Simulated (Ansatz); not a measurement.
# ZnH3BrO: geometry relaxation

ZnH3BrO, computed with RKS r2SCAN-D4/def2-SVP (Ansatz 0.2.0).

The input holds or restrains some coordinates.

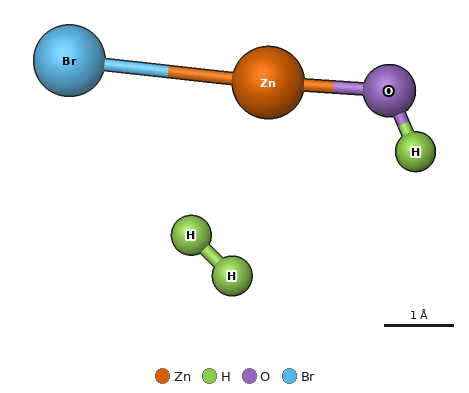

Figure 1. The input geometry (ball-and-stick view, seen on its broad side). Sticks mark near contacts.

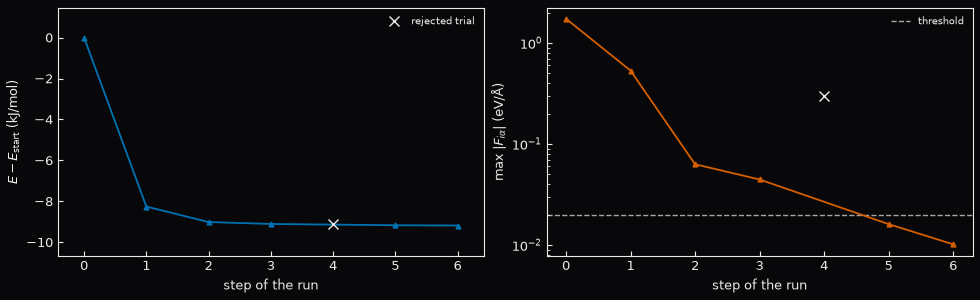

Figure 2. Progress of the restrained relaxation, step by step (the first geometry is step 0 here and step 1 in the log).

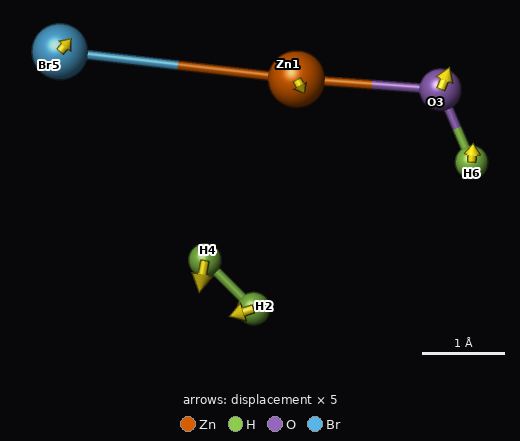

Figure 3. The starting structure with the displacements as yellow arrows, magnified 5 times (ball-and-stick view, seen on its broad side). The two geometries are laid on each other by the best rigid fit. After 6 geometry steps the energy has fallen by 9.18 kJ/mol. Largest force component: 1.7 eV/Å at the start, 0.01 eV/Å at the end. The line search rejected the trial step at point 4 (counted from 0) and went back. The largest move after the best rigid fit is that of H4, 0.084 Å. Largest moves by element: H 0.084 Å, O 0.062 Å, Br 0.045 Å, Zn 0.042 Å. Among the contacts that change: H2–H4 0.842 → 0.765 Å. Among the angles that change: O3–Zn1–Br5 177.5° → 173.1°, Zn1–O3–H6 117.3° → 113.0°. (Atoms are counted from 1 in the order of the input.)

The input and output of the run follow.

### The input
```yaml
crystal:
  periodic: [false, false, false]
  atoms:
    - { symbol: Zn, position_ang: [-0.066597, -0.537464, -0.815707] }
    - { symbol: H, position_ang: [0.021963, 1.190744, 1.463877] }
    - { symbol: O, position_ang: [0.805413, -1.890538, -0.078986] }
    - { symbol: H, position_ang: [-0.340302, 1.392018, 0.730851] }
    - { symbol: Br, position_ang: [-1.513709, 1.630448, -2.138565] }
    - { symbol: H, position_ang: [1.093031, -1.785107, 0.83853] }
basis:
  gaussian: { orbitals: def2-SVP }
hamiltonian:
  xc: r2scan
  dispersion: d4
output:
  forces: true
relax:
  f_tol: 0.02
  max_steps: 50
  escape_saddle: false
  constraints: [{ distance: [0, 4] }, { distance: [0, 1] }]
scf:
  lower_state_search: "off"
```

Launch command:
```bash
ansatz run input.yaml --threads 1 --pin off --max-ram 2560MiB --backend cpu --events-out ev --progress --plain --runs-dir out
```

### Output
```
The last accepted step is kept in [file] (removed where the run ends without a failure and the disk answers)
Engine: ansatz 0.2.0, x86_64-unknown-linux-gnu
Functional definition: r2SCAN
  parameter k0 = 0.174
  parameter k1 = 0.065
  parameter a1 = 4.9479
  exchange = r2scan_x(k0 = k0, k1 = k1, a1 = a1)
  correlation = r2scan_c
these checks for a lower state are left out or cut short: stability, starts, cluster_reference, orbital_swaps, neighbouring_geometries, increment
1020 factors; their error is unknown
mean field evaluation 1: about -120534.5451 eV, gradient 6.6e1 eV
mean field evaluation 2: about -120438.7651 eV, gradient 1.9e2 eV
mean field evaluation 4: about -120541.2715 eV, gradient 2.7e1 eV
mean field evaluation 8: about -120543.0500 eV, gradient 1.2e-1 eV
mean field evaluation 16: about -120542.9649 eV, gradient 2.3e-4 eV
mean field -120542.96492728 eV, -4429.8722541214 hartree, gradient 4.5e-7 eV, S^2 0.000000; 0 other end points of the search recorded, 0 dependent functions left out
the calculation of the forces begins
reference -120542.96494098 eV, -4429.8722546248 hartree; 38, 38 occupied and 54, 54 virtual orbitals, 1020 factors
relax step   1: F+E_penalty+E_count = -120542.98666543 eV  Δ(F+E_penalty+E_count) = +0.000e0 eV  max|allowed force component| = 1.737e0 eV/Å  Δτ_max = 0.0000 Å  (19 SCF iters, accepted)
  distance Zn 0 - Br 4 held at 2.923000 Å   reaction = +2.4769e0 eV/Å
  distance Zn 0 - H 1 held at 2.862001 Å   reaction = +7.3625e-1 eV/Å
these checks for a lower state are left out or cut short: stability, starts, cluster_reference, orbital_swaps, neighbouring_geometries, increment
1020 factors; their error is unknown
mean field -120543.05211853 eV, -4429.8754583405 hartree, gradient 1.1e-6 eV, S^2 0.000000; 0 other end points of the search recorded, 0 dependent functions left out
the calculation of the forces begins
reference -120543.05213218 eV, -4429.8754588424 hartree; 38, 38 occupied and 54, 54 virtual orbitals, 1020 factors
relax step   2: F+E_penalty+E_count = -120543.07222099 eV  Δ(F+E_penalty+E_count) = -8.556e-2 eV  max|allowed force component| = 5.333e-1 eV/Å  Δτ_max = 0.1572 Å  (19 SCF iters, accepted)
  distance Zn 0 - Br 4 held at 2.923000 Å   reaction = +2.4964e0 eV/Å
  distance Zn 0 - H 1 held at 2.862001 Å   reaction = -8.9360e-2 eV/Å
these checks for a lower state are left out or cut short: stability, starts, cluster_reference, orbital_swaps, neighbouring_geometries, increment
1020 factors; their error is unknown
mean field evaluation 32: about -120543.0599 eV, gradient 9.0e-2 eV
mean field -120543.05988799 eV, -4429.8757438629 hartree, gradient 2.6e-6 eV, S^2 0.000000; 0 other end points of the search recorded, 0 dependent functions left out
the calculation of the forces begins
reference -120543.05990166 eV, -4429.8757443652 hartree; 38, 38 occupied and 54, 54 virtual orbitals, 1020 factors
relax step   3: F+E_penalty+E_count = -120543.08007305 eV  Δ(F+E_penalty+E_count) = -7.852e-3 eV  max|allowed force component| = 6.312e-2 eV/Å  Δτ_max = 0.0565 Å  (20 SCF iters, accepted)
  distance Zn 0 - Br 4 held at 2.923000 Å   reaction = +2.5433e0 eV/Å
  distance Zn 0 - H 1 held at 2.862001 Å   reaction = +9.9712e-2 eV/Å
these checks for a lower state are left out or cut short: stability, starts, cluster_reference, orbital_swaps, neighbouring_geometries, increment
1020 factors; their error is unknown
mean field -120543.06084542 eV, -4429.8757790479 hartree, gradient 2.6e-6 eV, S^2 0.000000; 0 other end points of the search recorded, 0 dependent functions left out
the calculation of the forces begins
reference -120543.06085909 eV, -4429.8757795504 hartree; 38, 38 occupied and 54, 54 virtual orbitals, 1020 factors
relax step   4: F+E_penalty+E_count = -120543.08104327 eV  Δ(F+E_penalty+E_count) = -9.702e-4 eV  max|allowed force component| = 4.461e-2 eV/Å  Δτ_max = 0.0176 Å  (21 SCF iters, accepted)
  distance Zn 0 - Br 4 held at 2.923000 Å   reaction = +2.5881e0 eV/Å
  distance Zn 0 - H 1 held at 2.862001 Å   reaction = +1.0602e-1 eV/Å
these checks for a lower state are left out or cut short: stability, starts, cluster_reference, orbital_swaps, neighbouring_geometries, increment
1020 factors; their error is unknown
mean field -120543.06062537 eV, -4429.8757709612 hartree, gradient 2.6e-6 eV, S^2 0.000000; 0 other end points of the search recorded, 0 dependent functions left out
the calculation of the forces begins
reference -120543.06063903 eV, -4429.8757714633 hartree; 38, 38 occupied and 54, 54 virtual orbitals, 1020 factors
relax step   5: F+E_penalty+E_count = -120543.08081266 eV  Δ(F+E_penalty+E_count) = +2.306e-4 eV  max|allowed force component| = 2.976e-1 eV/Å  Δτ_max = 0.0372 Å  (20 SCF iters, rejected (line search))
  distance Zn 0 - Br 4 held at 2.923000 Å   reaction = +2.5953e0 eV/Å
  distance Zn 0 - H 1 held at 2.862001 Å   reaction = +8.2573e-2 eV/Å
these checks for a lower state are left out or cut short: stability, starts, cluster_reference, orbital_swaps, neighbouring_geometries, increment
1020 factors; their error is unknown
mean field -120543.06151151 eV, -4429.8758035262 hartree, gradient 2.6e-6 eV, S^2 0.000000; 0 other end points of the search recorded, 0 dependent functions left out
the calculation of the forces begins
reference -120543.06152517 eV, -4429.8758040285 hartree; 38, 38 occupied and 54, 54 virtual orbitals, 1020 factors
relax step   6: F+E_penalty+E_count = -120543.08170090 eV  Δ(F+E_penalty+E_count) = -6.576e-4 eV  max|allowed force component| = 1.613e-2 eV/Å  Δτ_max = 0.0179 Å  (21 SCF iters, accepted)
  distance Zn 0 - Br 4 held at 2.923000 Å   reaction = +2.6004e0 eV/Å
  distance Zn 0 - H 1 held at 2.862001 Å   reaction = +8.5811e-2 eV/Å
these checks for a lower state are left out or cut short: stability, starts, cluster_reference, orbital_swaps, neighbouring_geometries, increment
1020 factors; their error is unknown
mean field evaluation 64: about -120543.0616 eV, gradient 2.6e-6 eV
mean field -120543.06163104 eV, -4429.8758079191 hartree, gradient 2.6e-6 eV, S^2 0.000000; 0 other end points of the search recorded, 0 dependent functions left out
the calculation of the forces begins
reference -120543.06164471 eV, -4429.8758084214 hartree; 38, 38 occupied and 54, 54 virtual orbitals, 1020 factors
relax step   7: F+E_penalty+E_count = -120543.08182633 eV  Δ(F+E_penalty+E_count) = -1.254e-4 eV  max|allowed force component| = 1.018e-2 eV/Å  Δτ_max = 0.0261 Å  (20 SCF iters, accepted)
  distance Zn 0 - Br 4 held at 2.923000 Å   reaction = +2.5976e0 eV/Å
  distance Zn 0 - H 1 held at 2.862001 Å   reaction = +8.1209e-2 eV/Å
Total energy: -120543.08183999 eV, -4429.8765505842 hartree
Atom 0 at    -0.051758    -0.536699    -0.776244 Å, force    -1.289140     1.942966    -1.162166 eV/Å
Atom 1 at    -0.006756     1.249648     1.459374 Å, force     0.004283    -0.055981    -0.054638 eV/Å
Atom 2 at     0.806098    -1.936990    -0.118534 Å, force     0.002164    -0.000073     0.003704 eV/Å
Atom 3 at    -0.337842     1.442351     0.797724 Å, force    -0.005795     0.004786    -0.010185 eV/Å
Atom 4 at    -1.502869     1.590706    -2.159123 Å, force     1.289785    -1.890769     1.228020 eV/Å
Atom 5 at     1.092927    -1.808914     0.796803 Å, force    -0.001297    -0.000931    -0.004735 eV/Å
Dipole moment:     0.394994    -0.340360     0.653681 e Å
Checks for a lower state left out: stability, starts, cluster_reference, orbital_swaps, neighbouring_geometries, increment
```

### Trajectory as extended XYZ (Å, eV, eV/Å), 7 frames, from step=1 to step=7
```
6
Properties=species:S:1:pos:R:3:forces:R:3 step=1 energy=-120542.98667
Zn   -0.0666   -0.5375   -0.8157   -1.1791   1.9344  -0.8782
H     0.0220    1.1907    1.4639   -0.8633   0.4210  -1.8159
O     0.8054   -1.8905   -0.0790   -0.0062  -0.0993  -0.1364
H    -0.3403    1.3920    0.7309    0.8506  -0.4590   1.7371
Br   -1.5137    1.6304   -2.1386    1.2810  -1.9358   1.1514
H     1.0930   -1.7851    0.8385   -0.0830   0.1386  -0.0581
6
Properties=species:S:1:pos:R:3:forces:R:3 step=2 energy=-120543.07222
Zn   -0.0388   -0.5338   -0.7382   -1.1871   1.7899  -1.0679
H    -0.0494    1.3280    1.4355    0.2699  -0.1969   0.4911
O     0.8154   -1.9687   -0.1370   -0.0447   0.0821  -0.0243
H    -0.3682    1.4969    0.7804   -0.2584   0.1352  -0.5333
Br   -1.4902    1.5954   -2.1179    1.2832  -1.8889   1.2114
H     1.1310   -1.9177    0.7773   -0.0630   0.0786  -0.0770
6
Properties=species:S:1:pos:R:3:forces:R:3 step=3 energy=-120543.08007
Zn   -0.0474   -0.5351   -0.7598   -1.2366   1.8939  -1.0854
H    -0.0269    1.2871    1.4471   -0.0031  -0.0552  -0.0732
O     0.8124   -1.9458   -0.1239   -0.0119  -0.0045  -0.0367
H    -0.3534    1.4610    0.7767    0.0071   0.0000   0.0189
Br   -1.4975    1.5994   -2.1328    1.2842  -1.8973   1.2085
H     1.1127   -1.8665    0.7926   -0.0397   0.0631  -0.0320
6
Properties=species:S:1:pos:R:3:forces:R:3 step=4 energy=-120543.08104
Zn   -0.0473   -0.5354   -0.7627   -1.2823   1.9512  -1.1342
H    -0.0214    1.2776    1.4516   -0.0145  -0.0485  -0.0960
O     0.8091   -1.9430   -0.1232    0.0120  -0.0446  -0.0216
H    -0.3491    1.4550    0.7820    0.0169  -0.0056   0.0383
Br   -1.4985    1.5956   -2.1401    1.2869  -1.8937   1.2162
H     1.1070   -1.8498    0.7923   -0.0191   0.0412  -0.0027
6
Properties=species:S:1:pos:R:3:forces:R:3 step=5 energy=-120543.08081 accepted=F
Zn   -0.0512   -0.5394   -0.7764   -1.2864   1.9466  -1.1543
H    -0.0083    1.2512    1.4559    0.0014  -0.0515  -0.0572
O     0.8084   -1.9407   -0.1227    0.0932   0.0351   0.2930
H    -0.3421    1.4529    0.7981   -0.0012  -0.0024  -0.0062
Br   -1.5018    1.5915   -2.1546    1.2881  -1.8932   1.2223
H     1.0948   -1.8154    0.7996   -0.0950  -0.0345  -0.2976
6
Properties=species:S:1:pos:R:3:forces:R:3 step=6 energy=-120543.08170
Zn   -0.0486   -0.5369   -0.7650   -1.2922   1.9514  -1.1672
H    -0.0159    1.2683    1.4556   -0.0016  -0.0531  -0.0670
O     0.8096   -1.9440   -0.1249    0.0079  -0.0161   0.0027
H    -0.3457    1.4554    0.7910    0.0030  -0.0018   0.0060
Br   -1.4991    1.5908   -2.1483    1.2871  -1.8895   1.2262
H     1.0996   -1.8336    0.7915   -0.0043   0.0091  -0.0006
6
Properties=species:S:1:pos:R:3:forces:R:3 step=7 energy=-120543.08183
Zn   -0.0518   -0.5367   -0.7762   -1.2891   1.9430  -1.1622
H    -0.0068    1.2496    1.4594    0.0043  -0.0560  -0.0546
O     0.8061   -1.9370   -0.1185    0.0022  -0.0001   0.0037
H    -0.3378    1.4424    0.7977   -0.0058   0.0048  -0.0102
Br   -1.5029    1.5907   -2.1591    1.2898  -1.8908   1.2280
H     1.0929   -1.8089    0.7968   -0.0013  -0.0009  -0.0047
```

### Results in brief

| quantity | value |
| --- | --- |
| outcome | converged under the restraints of the input |
| total energy | −120543.0818 eV |
| mean-field energy | −120543.0616 eV |
| largest force (length of the vector) at the end, held atoms and coordinates included | 2.605 eV/Å |
| hardware | 1 thread of Intel Xeon @ 3.00GHz (Skylake/Cascade Lake), 16 GiB of memory available, shared host |
| wall time | 18 s |
| peak memory | 0.14 GiB |
